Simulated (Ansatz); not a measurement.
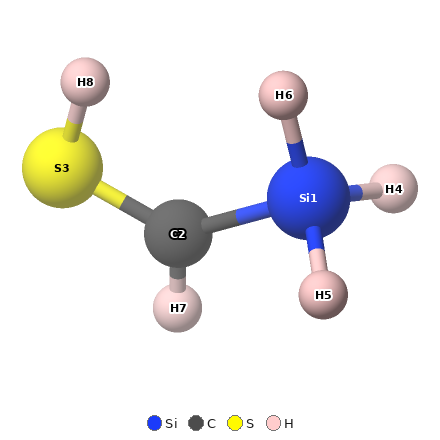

The system is CH5SSi, SMILES [SiH3]C=[SH+], charge +1; the picture shows the reference structure. 
- First axis: bond length S3–H8. Second axis: angle C2–S3–H8.
- Nothing is relaxed (all other coordinates rigid).
- The grid has 11 × 11 points.
- Points are written as (first, second).
- Energies: eV, counted from the relaxed molecule at the same level.
- The calculation used RKS B3LYP-D4/def2-TZVP (Ansatz).

Its coordinates:

```tsv
atom	x (Å)	y (Å)	z (Å)
Si	-0.6266	0.8483	-0.2638
C	0.6685	-0.5682	-0.3233
S	1.0697	-1.6526	0.8188
H	-1.5457	0.5115	-1.3664
H	0.1803	2.0557	-0.5179
H	-1.2241	0.7776	1.0797
H	1.2499	-0.7119	-1.2359
H	0.2281	-1.2605	1.8089
```

Range: bond length S3–H8 from 1.195 to 1.697 Å; angle C2–S3–H8 from 74.6 to 124.6°.

**What landscape does the calculation give?**

The lowest grid point is at (1.345 Å, 99.6°), 0.0019 eV from the relaxed molecule at the same level. It is the only kind of minimum in the scanned range. The highest grid point, (1.697 Å, 74.6°), lies 1.43 eV above the lowest. Round the minimum the two coordinates are nearly uncoupled.

| angle C2–S3–H8 ↓, bond length S3–H8 → | 1.195 | 1.245 | 1.295 | 1.345 | 1.395 | 1.446 | 1.496 | 1.546 | 1.596 | 1.647 | 1.697 |
| --- | --- | --- | --- | --- | --- | --- | --- | --- | --- | --- | --- |
| 124.6 | 1.02 | 0.77 | 0.63 | 0.57 | 0.57 | 0.62 | 0.71 | 0.83 | 0.96 | 1.11 | 1.27 |
| 119.6 | 0.82 | 0.57 | 0.43 | 0.37 | 0.38 | 0.43 | 0.53 | 0.64 | 0.78 | 0.94 | 1.10 |
| 114.6 | 0.66 | 0.41 | 0.27 | 0.22 | 0.22 | 0.28 | 0.38 | 0.50 | 0.64 | 0.80 | 0.97 |
| 109.6 | 0.53 | 0.29 | 0.15 | 0.10 | 0.11 | 0.17 | 0.27 | 0.39 | 0.54 | 0.70 | 0.87 |
| 104.6 | 0.45 | 0.21 | 0.08 | 0.03 | 0.04 | 0.10 | 0.20 | 0.33 | 0.48 | 0.64 | 0.82 |
| 99.6 | 0.43 | 0.19 | 0.05 | 0.00 | 0.02 | 0.08 | 0.18 | 0.31 | 0.46 | 0.63 | 0.80 |
| 94.6 | 0.45 | 0.21 | 0.08 | 0.03 | 0.04 | 0.11 | 0.21 | 0.34 | 0.49 | 0.65 | 0.83 |
| 89.6 | 0.53 | 0.29 | 0.16 | 0.11 | 0.12 | 0.19 | 0.29 | 0.42 | 0.56 | 0.73 | 0.90 |
| 84.6 | 0.66 | 0.42 | 0.29 | 0.25 | 0.26 | 0.32 | 0.42 | 0.55 | 0.70 | 0.86 | 1.02 |
| 79.6 | 0.86 | 0.62 | 0.49 | 0.44 | 0.46 | 0.52 | 0.62 | 0.74 | 0.88 | 1.04 | 1.20 |
| 74.6 | 1.12 | 0.88 | 0.75 | 0.71 | 0.72 | 0.78 | 0.87 | 0.99 | 1.13 | 1.28 | 1.43 |

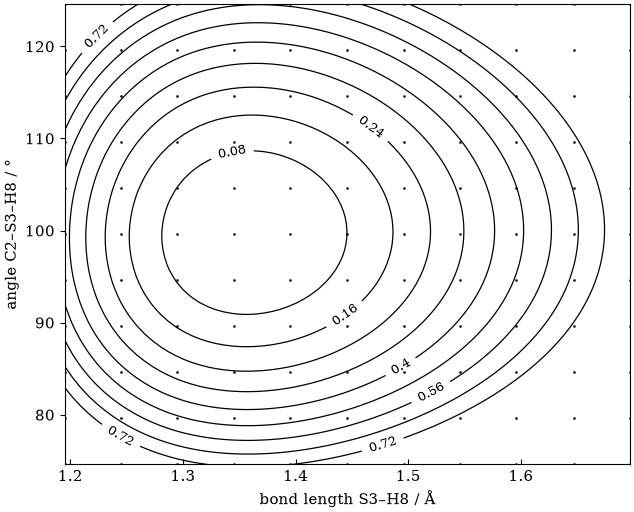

In the figure: contour lines labelled in eV (none above 0.72), dots at the grid points. Between grid points the surface is interpolated.

Each point was launched as `ansatz run input.yaml --threads 1 --pin off --max-ram 2560MiB --backend cpu --events-out ev --progress --plain --runs-dir out`. Time for the 121 points that were run: 8.2 min on 1 thread of Arm Neoverse V2, with other jobs on the host.
